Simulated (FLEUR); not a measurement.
Converging the k-point mesh at a smearing width of 0.02 eV: Fe (Im-3m, 1 atom in the cell)

```
Fe
1.0
   -1.43070     1.43070     1.43070
    1.43070    -1.43070     1.43070
    1.43070     1.43070    -1.43070
Fe
1
Direct
  0.00000   0.00000   0.00000
```
Moments meant for the start (each program seeds them in its own way; μB, in the order of the atoms Fe): 2.5.

Method: PBE, all-electron FLAPW (FLEUR), scalar-relativistic valence run with FLEUR.

Base settings: Kmax = 3.6 1/bohr; GmaxXC = 14.4 1/bohr; xcFunctional = pbe; jspins = 2; l_soc = F; mode = hist; fermiSmearingEnergy = 0.00367493 Htr; mesh (inpgen div1-3) = 7 7 7; inpgen gamma flag = false; Gmax = 14.4 1/bohr.

In this ladder: fermiSmearingEnergy = 0.00073499 Htr. Moved along: kpt_gamma.

Only quantities that move along the ladder and can be compared are tabulated.

The starting cell has typed, rounded lattice constants, without a prior relaxation at this level. Its lattice was rescaled by up to half a per cent. With one magnetic atom in the cell only a parallel order is possible. Values depend on the basis (sphere radii, cutoffs, local orbitals), which need not be converged.

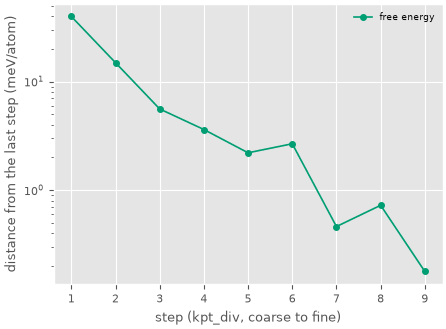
*Distance from the last step along the ladder; very small values are drawn at a floor.*

```csv
kpt_div,free energy less the last step's (meV/atom),net moment (μB/atom)
6 6 6,-39.75,2.222
7 7 7,-14.92,2.321
8 8 8,5.59,2.352
10 10 10,-3.62,2.143
12 12 12,-2.21,2.285
14 14 14,-2.67,2.217
18 18 18,-0.46,2.193
21 21 21,0.73,2.220
26 26 26,-0.18,2.215
38 38 38,0.00,2.226
```

Coarsest kpt_div that holds the net moment within 0.05 μB/atom of the last step, with all finer ones: 14 14 14; the step before is off by 0.060 μB/atom.

Coarsest kpt_div that holds the free energy within 0.5 meV/atom of the last step, with all finer ones: 26 26 26; the step before is off by 0.73 meV/atom.
